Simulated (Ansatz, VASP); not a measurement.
# CaO (Lime) in two plane-wave programs

One calculation is typed for both programs; each brings its own data sets. How far apart do they land? Valence electrons are named where the data sets of a main pair hold unlike numbers.

Main program and level: Ansatz 0.2.0; plane waves, with VASP 6.6.1 beside it; band structure at LDA, band structure at PBE and dielectric response at PBE.

## (1) Starting point

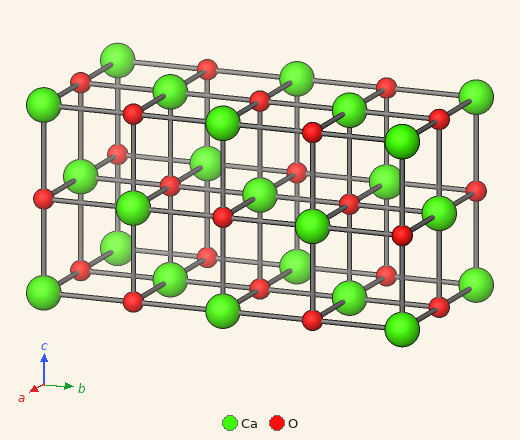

The cell as given, slightly off an axis (calcium green, oxygen red). 1×2×1 cells are drawn. This picture shows the conventional cell, with its axes. Some periodic images of atoms are drawn too.

Structure file:

```xyz
2
Lattice="0.0000 2.4065 2.4065 2.4065 0.0000 2.4065 2.4065 2.4065 0.0000" Properties=species:S:1:pos:R:3 pbc="T T T"
Ca    0.0000    0.0000    0.0000
O     2.4065    2.4065    2.4065
```

## (2) VASP: band structure, LDA

Levels along a path test the potential and the projectors away from the mesh points.

Lines of VASP's logs that name or quote its potential files are left out, and so is its time.

The input, INCAR:

```
SYSTEM = CaO
PREC = Accurate
ENCUT = 520
EDIFF = 1E-06
NELM = 100
ISMEAR = 0
SIGMA = 0.02
LREAL = .FALSE.
ALGO = Normal
GGA = CA
NBANDS = 20
LORBIT = 11
LWAVE = .FALSE.
LCHARG = .FALSE.
KPAR = 4
```

The input, POSCAR:

```
CaO
1.0
    0.0000000000      2.4065000000      2.4065000000
    2.4065000000      0.0000000000      2.4065000000
    2.4065000000      2.4065000000      0.0000000000
Ca O
1 1
Direct
    0.0000000000      0.0000000000      0.0000000000
    0.5000000000      0.5000000000      0.5000000000
```

The input, KPOINTS:

```
Automatic mesh
0
Gamma
5 5 5
0 0 0
```

The input, KPOINTS_OPT:

```
Line mode
16
Line-mode
Reciprocal
  0.00000000   0.00000000   0.00000000 GAMMA
  0.50000000   0.00000000   0.50000000 X

  0.50000000   0.00000000   0.50000000 X
  0.50000000   0.25000000   0.75000000 W

  0.50000000   0.25000000   0.75000000 W
  0.37500000   0.37500000   0.75000000 K

  0.37500000   0.37500000   0.75000000 K
  0.00000000   0.00000000   0.00000000 GAMMA

  0.00000000   0.00000000   0.00000000 GAMMA
  0.50000000   0.50000000   0.50000000 L

  0.50000000   0.50000000   0.50000000 L
  0.62500000   0.25000000   0.62500000 U

  0.62500000   0.25000000   0.62500000 U
  0.50000000   0.25000000   0.75000000 W

  0.50000000   0.25000000   0.75000000 W
  0.50000000   0.50000000   0.50000000 L

  0.50000000   0.50000000   0.50000000 L
  0.37500000   0.37500000   0.75000000 K

  0.62500000   0.25000000   0.62500000 U
  0.50000000   0.00000000   0.50000000 X
```

PAW data sets: Ca_sv and O (PBE family, release 64).

Started as:

```
$ mpirun -np 4 vasp_std
```

Numbers of over 12 decimals in the logs are rounded to 6 here.

Output:

```text
[banner, memory and clock lines left out]
running    4 mpi-ranks, on    1 nodes
 distrk:  each k-point on    1 cores,    4 groups
 distr:  one band on    1 cores,    1 groups

 POSCAR found type information on POSCAR CaO
 POSCAR found :  2 types and       2 ions
|                                                                             |
|               ----> ADVICE to this user running VASP <----                  |
|                                                                             |
|     You enforced a specific xc type in the INCAR file but a different       |
|     [... a line on the potential file left out ...]
|     I HOPE YOU KNOW WHAT YOU ARE DOING!                                     |
|                                                                             |

 LDA part: xc-table for (Slater(with rela. corr.)+CA(PZ))
 , standard interpolation
 POSCAR, INCAR and KPOINTS ok, starting setup
 FFT: planning ... GRIDC
 FFT: planning ... GRID_SOFT
 FFT: planning ... GRID
 WAVECAR not read
 entering main loop
       N       E                     dE             d eps       ncg     rms          rms(c)
DAV:   1     0.123060739564E+03    0.12306E+03   -0.77538E+03   408   0.814E+02
DAV:   2    -0.106491567837E+02   -0.13371E+03   -0.12305E+03   448   0.243E+02
DAV:   3    -0.157361895243E+02   -0.50870E+01   -0.50333E+01   536   0.463E+01
DAV:   4    -0.158365060118E+02   -0.10032E+00   -0.10025E+00   480   0.551E+00
DAV:   5    -0.158378762895E+02   -0.13703E-02   -0.13703E-02   516   0.572E-01    0.809E+00
DAV:   6    -0.144173130293E+02    0.14206E+01   -0.24500E+00   432   0.157E+01    0.366E+00
DAV:   7    -0.143075666604E+02    0.10975E+00   -0.29742E-01   472   0.466E+00    0.181E+00
DAV:   8    -0.142759963682E+02    0.31570E-01   -0.10798E-01   532   0.247E+00    0.485E-01
DAV:   9    -0.142741631229E+02    0.18332E-02   -0.58410E-03   452   0.507E-01    0.114E-01
DAV:  10    -0.142743610367E+02   -0.19791E-03   -0.54565E-04   496   0.241E-01    0.104E-01
DAV:  11    -0.142742683339E+02    0.92703E-04   -0.92305E-05   488   0.971E-02    0.231E-02
DAV:  12    -0.142742633056E+02    0.50284E-05   -0.20436E-05   536   0.425E-02    0.554E-03
DAV:  13    -0.142742631159E+02    0.18964E-06   -0.14837E-06   424   0.932E-03
   1 F= -.14274263E+02 E0= -.14274263E+02  d E =-.178581E-35
 Start KPOINTS_OPT (optional k-point list driver)
k-point batch [1-10\160]
       N       E                     dE             ncg
DAV:   1    -0.448813459219E+03   -0.19254E+04      408
DAV:   2    -0.180696282017E+04   -0.13581E+04      420
DAV:   3    -0.185261809527E+04   -0.45655E+02      508
DAV:   4    -0.185359632987E+04   -0.97823E+00      540
DAV:   5    -0.185361052743E+04   -0.14198E-01      480
DAV:   6    -0.185361096559E+04   -0.43816E-03      500
DAV:   7    -0.185361098131E+04   -0.15717E-04      408
DAV:   8    -0.185361098186E+04   -0.54755E-06      340
[...]
k-point batch [151-160\160]
       N       E                     dE             ncg
DAV:   1    -0.523403053344E+03   -0.77728E+04      400
DAV:   2    -0.184112103005E+04   -0.13177E+04      444
DAV:   3    -0.188479915787E+04   -0.43678E+02      528
DAV:   4    -0.188558312199E+04   -0.78396E+00      464
DAV:   5    -0.188559434487E+04   -0.11223E-01      524
DAV:   6    -0.188559455703E+04   -0.21216E-03      452
DAV:   7    -0.188559456154E+04   -0.45066E-05      536
DAV:   8    -0.188559456162E+04   -0.79774E-07      312
```

OUTCAR, selected parts (step 2):

```text
ion  position               nearest neighbor table
   1  0.000  0.000  0.000-   2 2.41   2 2.41   2 2.41   2 2.41   2 2.41   2 2.41
   2  0.500  0.500  0.500-   1 2.41   1 2.41   1 2.41   1 2.41   1 2.41   1 2.41

  LATTYP: Found a face centered cubic cell.
 ALAT       =     4.8130000000

 Subroutine GETGRP returns: Found 48 space group operations
 (whereof 48 operations were pure point group operations)

The static configuration has the point symmetry O_h .

 Found     10 irreducible k-points:

   k-points           NKPTS =     10   k-points in BZ     NKDIM =     10   number of bands    NBANDS=     20

   dimension x,y,z NGX =    28 NGY =   28 NGZ =   28
   dimension x,y,z NGXF=    56 NGYF=   56 NGZF=   56

   ENCUT  =  520.0 eV  38.22 Ry    6.18 a.u.   6.33  6.33  6.33*2*pi/ulx,y,z

   NELECT =      16.0000    total number of electrons

 k-points in reciprocal lattice and weights: Automatic mesh
   0.00000000  0.00000000  0.00000000       0.008
   0.20000000  0.00000000  0.00000000       0.064
   0.40000000  0.00000000  0.00000000       0.064
   0.20000000  0.20000000  0.00000000       0.048
   0.40000000  0.20000000  0.00000000       0.192
  -0.40000000  0.20000000  0.00000000       0.192
  -0.20000000  0.20000000  0.00000000       0.096
   0.40000000  0.40000000  0.00000000       0.048
  -0.40000000  0.40000000  0.00000000       0.096
  -0.40000000  0.40000000  0.20000000       0.192

 average (electrostatic) potential at core
       1 -43.7948       2 -70.2219

 E-fermi :   2.0948

 k-point     1 :       0.0000    0.0000    0.0000
  band No.  band energies     occupation
    ...
      4     -16.2102      2.00000
      5     -13.2705      2.00000
      6       1.9227      2.00000
      7       1.9227      2.00000
      8       1.9227      2.00000
      9       6.4599      0.00000
     10       8.0122      0.00000
     11       8.0122      0.00000
     12       8.0122      0.00000
     13       9.5617      0.00000
    ...

 k-point     2 :       0.2000    0.0000    0.0000
  band No.  band energies     occupation
    ...
      4     -16.2299      2.00000
      5     -12.7694      2.00000
      6       0.7614      2.00000
      7       1.4398      2.00000
      8       1.4398      2.00000
      9       7.8564      0.00000
     10       8.1051      0.00000
     11       8.6683      0.00000
     12       8.6683      0.00000
     13      10.4363      0.00000
    ...

 k-point     3 :       0.4000    0.0000    0.0000
  band No.  band energies     occupation
    ...
      4     -16.2613      2.00000
      5     -12.1321      2.00000
      6      -0.5786      2.00000
      7       0.7967      2.00000
      8       0.7967      2.00000
      9       8.6071      0.00000
     10       9.9401      0.00000
     11       9.9401      0.00000
     12       9.9555      0.00000
     13      11.9713      0.00000
    ...

  Total       -1.1651317     -1.1651317     -1.1651317     -0.0000000     -0.0000000      0.0000000
  in kB      -66.9727329    -66.9727329    -66.9727329     -0.0000000     -0.0000000      0.0000000
  external PRESSURE =     -66.9727329 kB  Pullay stress =       0.0000000 kB

  energy-cutoff  :      520.00
  volume of cell :       27.87
      direct lattice vectors                 reciprocal lattice vectors
     0.000000000  2.406500000  2.406500000    -0.207770621  0.207770621  0.207770621
     2.406500000  0.000000000  2.406500000     0.207770621 -0.207770621  0.207770621
     2.406500000  2.406500000  0.000000000     0.207770621  0.207770621 -0.207770621

 POSITION                                       TOTAL-FORCE (eV/Angst)
 -----------------------------------------------------------------------------------
      0.00000      0.00000      0.00000         0.000000      0.000000      0.000000
      2.40650      2.40650      2.40650        -0.000000     -0.000000     -0.000000
 -----------------------------------------------------------------------------------
    total drift:                                0.000000      0.000000      0.000000

  FREE ENERGIE OF THE ION-ELECTRON SYSTEM (eV)
  ---------------------------------------------------
  free  energy   TOTEN  =       -14.2742631159 eV

  energy  without entropy=      -14.2742631159  energy(sigma->0) =      -14.27426312

 total charge
# of ion       s       p       d       tot
------------------------------------------
    1        2.040   5.872   0.307   8.219
    2        1.537   3.420   0.000   4.957
--------------------------------------------------
tot          3.577   9.292   0.307  13.176

[... 3 further parts left out ...]
```

The PAW data sets were made with PBE, though LDA sets exist; pressures can shift by 1 GPa and more with it. At this level the cell is under a tension of 6.7 GPa, so at these settings it is away from equilibrium.

## (3) Ansatz: band structure, LDA

Ansatz runs on its default PAW (the set named soft_2) files.

The same cell, functional (in two slightly different forms), mesh and smearing now go to Ansatz, which takes its cutoff from its data sets.

The input, input.yaml:

```yaml
crystal:
  lattice:
    - [0.0, 2.4065, 2.4065]
    - [2.4065, 0.0, 2.4065]
    - [2.4065, 2.4065, 0.0]
  atoms:
    - { symbol: Ca, position: [0.0, 0.0, 0.0] }
    - { symbol: O, position: [0.5, 0.5, 0.5] }
hamiltonian:
  xc: lda
  pseudopotentials: { kind: paw }
kpoints:
  mp_grid: { grid: [5, 5, 5] }
  band_path:
    path:
      - [0.0, 0.0, 0.0]
      - [0.16667, 0.0, 0.16667]
      - [0.33333, 0.0, 0.33333]
      - [0.5, 0.0, 0.5]
      - [0.5, 0.08333, 0.58333]
      - [0.5, 0.18333, 0.68333]
      - [0.5, 0.25, 0.75]
      - [0.45, 0.3, 0.75]
      - [0.40833, 0.34167, 0.75]
      - [0.35, 0.35, 0.7]
      - [0.225, 0.225, 0.45]
      - [0.075, 0.075, 0.15]
      - [0.03333, 0.03333, 0.03333]
      - [0.23333, 0.23333, 0.23333]
      - [0.4, 0.4, 0.4]
      - [0.51667, 0.46667, 0.51667]
      - [0.55833, 0.38333, 0.55833]
      - [0.60833, 0.28333, 0.60833]
      - [0.60833, 0.25, 0.64167]
      - [0.55833, 0.25, 0.69167]
      - [0.51667, 0.25, 0.73333]
      - [0.5, 0.3, 0.7]
      - [0.5, 0.38333, 0.61667]
      - [0.5, 0.48333, 0.51667]
      - [0.475, 0.475, 0.55]
      - [0.425, 0.425, 0.65]
      - [0.38333, 0.38333, 0.73333]
      - [0.59167, 0.18333, 0.59167]
      - [0.55, 0.1, 0.55]
      - [0.5, 0.0, 0.5]
    npoints: 1
scf:
  occupations: { method: gaussian, width: 0.02 }
  n_extra_bands: 7
output:
  forces: true
  stress: true
  eigenvalues: true
```

Started as:

```
$ ansatz run input.yaml --threads 2 --pin off --max-ram 4608MiB --backend cpu --events-out ev --progress --plain --runs-dir out
```

Output:

```text
scf.n_extra_bands = 7 over 8 filled bands (N_el = 16.0): the run solves 15 bands
Engine: ansatz 0.2.0, aarch64-unknown-linux-gnu
Pseudopotentials: kind: paw
Pseudopotential: Ca, paw, valence charge 10, recommended cutoff 420 eV (normal), Ca.paw.azcp
Pseudopotential: O, paw, valence charge 6, recommended cutoff 420 eV (normal), O.paw.azcp
Functional definition: SPW92
  exchange = slater_x
  correlation = pw_c
Crystal: 2 atoms, lattice volume = 27.873 Å³
Basis set: ecut = 420 eV, 537 PW (Γ)
Bands: 15, of which v1, the nominal top of the filled ones, is band 8 counted from 1 (7 counted from 0)
Symmetry: 48 space group operations
Space group: Fm-3m (ITA 225), of the structure as read, at distance tolerance 3.0e-5 Å
k-points: 10 of 125
Non-local potential: Ca, projectors of the file, l = 0: 3, l = 1: 2, l = 2: 2
Non-local potential: O, projectors of the file, l = 0: 2, l = 1: 2, l = 2: 1
PAW form: soft (Blöchl's): semilocal exchange-correlation on the pseudo side does not see the compensation charge
PAW frozen core: Ca, regenerated for the run's functional, and the local potential with it (the file was generated under x = pbe(κ = 0.804, μ = 0.219515), c = pbe(β = 0.066725))
PAW frozen core: O, regenerated for the run's functional, and the local potential with it (the file was generated under x = pbe(κ = 0.804, μ = 0.219515), c = pbe(β = 0.066725))
PAW one-centre angular grid: Ca, 110 points (default); XC on 64 Gauss nodes
PAW one-centre angular grid: O, 110 points (default); XC on 64 Gauss nodes
Initial density: superposition of atomic densities (neutral atoms: chi_scale 0, normalization atom), corrected by the library's trained network
Initial wavefunctions: pseudopotential atomic-orbital guess
Functional: x = slater, c = lda
SCF iter   1: F=—  HF=-2331.613939 eV  |F-HF|=—  |Δ(HF+E_count)|=         —  Δρ=1.64e-2  dr2=7.39e-2  ethr=1.77e-3  ⟨swp⟩=7.1  Hψ=984  notcnv=0  defer=1
preconditioner: auto → none  [insulator: Δε(μ)=3.414 eV  Ē_g=19.626 eV  σ=0.020 eV  W_gap=1.00  n_scr=8 (ndim 8)  ℏωp=26.3 eV  f_vac=0.000  D(μ)=0.00/eV (n_scr^D=0)  ε∞_Penn≈2.8]
SCF iter   2: F=—  HF=-2331.597682 eV  |F-HF|=—  |Δ(HF+E_count)|=   1.63e-2  Δρ=6.02e-3  dr2=1.08e-2  ethr=4.62e-4  ⟨swp⟩=2.0  Hψ=279  notcnv=0  defer=10
SCF iter   3: F=—  HF=-2331.595117 eV  |F-HF|=—  |Δ(HF+E_count)|=   2.56e-3  Δρ=6.68e-4  dr2=3.86e-5  ethr=6.74e-5  ⟨swp⟩=2.1  Hψ=224  notcnv=0  defer=12
SCF iter   4: F=—  HF=-2331.595110 eV  |F-HF|=—  |Δ(HF+E_count)|=   7.44e-6  Δρ=1.18e-4  dr2=3.30e-6  ethr=2.41e-7  ⟨swp⟩=2.0  Hψ=172  notcnv=0  defer=12
iter 5 did not close the SCF: its close was put off for the readings that it lacked (scf_convergence_deferred on its scf_iter line)
SCF iter   5: F=-2331.595109 eV  HF=-2331.595109 eV  |F-HF|=1.64e-8  |Δ(HF+E_count)|=   8.18e-7  Δρ=1.18e-5  dr2=2.40e-8  ethr=2.06e-8  ⟨swp⟩=2.2  Hψ=176  notcnv=0  defer=12
SCF iter   6: F=-2331.595109 eV  HF=-2331.595109 eV  |F-HF|=2.76e-9  |Δ(HF+E_count)|=   2.83e-9  Δρ=4.05e-6  dr2=3.49e-9  ethr=1.50e-10  ⟨swp⟩=5.8  Hψ=610  notcnv=0
SCF 1 converged in 6 iterations: F = -2331.595109 eV  dr2 = 3.49e-9
  greatest PAW one-centre occupation: 0.996 electrons in one spin orbital (limit 2), on the Ca atom at site 0 (counted from 0), in its partial waves of l = 0
NSCF: frozen V_eff on 30 k-points
SCF converged after 6 iterations
Free energy (F): -2331.595109 eV
Harris-Foulkes:  -2331.595109 eV  (|F-HF|=2.76e-9)
Internal energy: -2331.595109 eV  (E = F + TS)
E sigma→0 (E₀):  -2331.595109 eV
Fermi energy:    9.076106 eV
--- Per-component energies (eV) ---
  E_band       = -105.262250
  E_kinetic    = 453.451192
  E_local      = -894.821724  (includes V_loc(G=0)·N_el)
  E_nonlocal   = 116.722555
  E_hartree    = 293.701777
  E_xc         = -209.511855
  E_vxc        = -265.596437  (∫ρ·V_xc dr)
  E_paw        = -963.139725  (= ΣΔE_a)
  E_vpaw       = -102.423364  (= ΣTr[D̂ρ^β])
  E_aug_tail   = 0.002480  (compensation charges beyond the density's cutoff)
  E_ewald      = -1128.379897
  E_core_change = 0.380087  (= ΣΔE_core)
  E_smearing   = -0.000000  (= −TS)
  E_closure    = 0.000000  (closes the sum)
  Σ components = -2331.595109   (vs F -2331.595109, Δ=0.00e0)
--- Forces (eV/Å), atoms counted from 1 ---
  atom   1  Ca    -0.00000000     0.00000000     0.00000000
  atom   2  O      0.00000000    -0.00000000    -0.00000000
  max |Σ_I F_I| component: 2.06e-29 eV/Å
--- Stress (GPa, compression-positive) ---
       -7.379802       0.000000      -0.000000
        0.000000      -7.379802       0.000000
       -0.000000       0.000000      -7.379802
  P = ⅓ Tr σ = -7.3798 GPa (-73.798 kbar)
--- Band table (eV; the first three rows and the last of 10) ---
  k-point 0: bands = [... 4 lower, -7.9595, 7.2413, 7.2413, 7.2413, 11.7720, 13.3571, 13.3571, 13.3571, ... 3 higher]
  k-point 1: bands = [... 4 lower, -7.4653, 6.0835, 6.7645, 6.7645, 13.1826, 13.4322, 14.0094, 14.0094, ... 3 higher]
  k-point 2: bands = [... 4 lower, -6.8346, 4.7505, 6.1284, 6.1284, 13.9408, 15.2729, 15.2766, 15.2766, ... 3 higher]
  k-point 9: bands = [... 4 lower, -7.2511, 5.6159, 6.1924, 6.3298, 12.7563, 14.3596, 15.6696, 16.4027, ... 3 higher]
```

Wall time 0.88 s (2 threads of Arm Neoverse N1, shared host); peak memory 0.24 GiB; 1.3 s of CPU time.

The column dr2 measures how far the density is from self-consistency, as an energy; F and HF (Harris–Foulkes) agree once it is small.

## (4) Comparison

Known differences besides the potentials themselves: the two LDA forms differ slightly; the cutoff is 420 eV in Ansatz and 520 eV in VASP; Ansatz makes its cores anew for this functional, VASP keeps those of its PBE data sets; VASP's log shows a relativistic correction to its local exchange, Ansatz's none. Total energies have different zeros and are not compared.

Compared:

| quantity | Ansatz | VASP | difference |
| --- | --- | --- | --- |
| pressure (GPa) | -7.38 | -6.70 | -0.68 |
| pressure without Ansatz's Pulay correction (GPa) | -7.97 | -6.70 | -1.28 |
| gap over the path points (eV) | 3.486 | 3.457 | +0.030 |

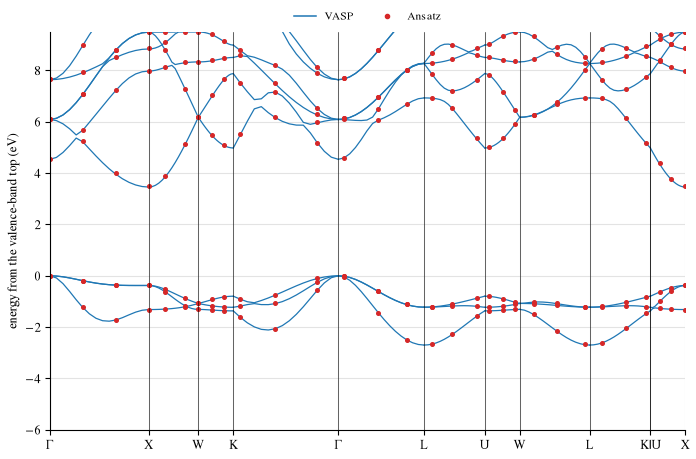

Bands from VASP (lines) and levels from Ansatz (dots). Dots without a line are higher empty bands that the VASP plot leaves out.

Levels at points of the path, from each program's valence-band top (eV; 3 filled, then empty):

| k (reciprocal lattice) | Ansatz | VASP |
| --- | --- | --- |
| 0.000 0.000 0.000 | 0.00 0.00 0.00 4.53 6.12 6.12 | 0.00 0.00 0.00 4.54 6.09 6.09 |
| 0.167 0.000 0.167 | -1.23 -0.19 -0.19 5.25 5.67 7.09 | -1.23 -0.19 -0.19 5.22 5.67 7.07 |
| 0.333 0.000 0.333 | -1.72 -0.36 -0.36 3.99 7.22 8.53 | -1.72 -0.36 -0.36 3.96 7.22 8.51 |
| 0.500 0.000 0.500 | -1.31 -0.38 -0.38 3.49 7.99 8.86 | -1.32 -0.38 -0.38 3.46 7.98 8.84 |
| 0.500 0.083 0.583 | -1.30 -0.63 -0.53 3.89 8.13 8.81 | -1.30 -0.63 -0.53 3.86 8.12 8.79 |
| 0.500 0.183 0.683 | -1.20 -1.16 -0.88 5.13 7.29 8.31 | -1.21 -1.17 -0.88 5.11 7.28 8.30 |
| 0.500 0.250 0.750 | -1.30 -1.07 -1.07 6.19 6.19 8.35 | -1.31 -1.08 -1.08 6.17 6.17 8.33 |
| 0.450 0.300 0.750 | -1.33 -1.17 -0.92 5.47 7.03 8.39 | -1.34 -1.17 -0.93 5.45 7.01 8.38 |
| 0.408 0.342 0.750 | -1.35 -1.22 -0.82 5.10 7.66 8.48 | -1.36 -1.22 -0.82 5.08 7.64 8.47 |
| 0.350 0.350 0.700 | -1.61 -1.18 -0.90 5.52 7.52 8.59 | -1.62 -1.18 -0.91 5.50 7.51 8.57 |

Among the levels compared at these points, filled levels agree within 14 meV and empty ones within 30 meV. Ansatz's pressure holds a Pulay correction of 0.59 GPa; VASP's holds none.

## (5) Ansatz: band structure, PBE

Levels along a path test the potential and the projectors away from the mesh points.

Changes to input.yaml since step 3:

```diff
@@ -9,3 +9,3 @@
 hamiltonian:
-  xc: lda
+  xc: pbe
   pseudopotentials: { kind: paw }
```

Output:

```text
[...]
Crystal: 2 atoms, lattice volume = 27.873 Å³
Basis set: ecut = 420 eV, 537 PW (Γ), exchange–correlation on 48×48×48 points (8 copies of the dense FFT grid, shifted against one another)
Bands: 15, of which v1, the nominal top of the filled ones, is band 8 counted from 1 (7 counted from 0)
Symmetry: 48 space group operations
[...]
k-points: 10 of 125
[...]
k-point 0: bands = [... 4 lower, -7.8581, 7.6503, 7.6503, 7.6503, 12.3467, 13.8762, 13.8762, 13.8762, ... 3 higher]
  k-point 1: bands = [... 4 lower, -7.3857, 6.5280, 7.1851, 7.1851, 13.7412, 13.9678, 14.5125, 14.5125, ... 3 higher]
  k-point 2: bands = [... 4 lower, -6.7821, 5.2270, 6.5618, 6.5618, 14.4535, 15.7415, 15.7415, 15.8647, ... 3 higher]
  k-point 9: bands = [... 4 lower, -7.1829, 6.0610, 6.6199, 6.7578, 13.2926, 14.8691, 16.1041, 16.8267, ... 3 higher]
[key lines of the parts left out:]
SCF converged after 7 iterations
Free energy (F): -2387.720968 eV
Fermi energy:    9.567941 eV
P = ⅓ Tr σ = 1.2031 GPa (12.031 kbar)
```

Run time: 0.91 s. Hardware: 2 threads; peak memory 0.25 GiB; 1.3 s of CPU time.

(Continued in part 2 of 2.)

[Lines on the potential files, build, host, timing and source positions are cut from VASP's logs without a mark.]

[Logs are printed without paths, hosts, clocks, repeated set-up lines and the standing remarks that a program may print on its own settings, such as how far it seeks lower states.]

[Hosts, paths, dates, database ids (printed as entryN), source tags and the programs' standing remarks are cut or masked in the printed files.]
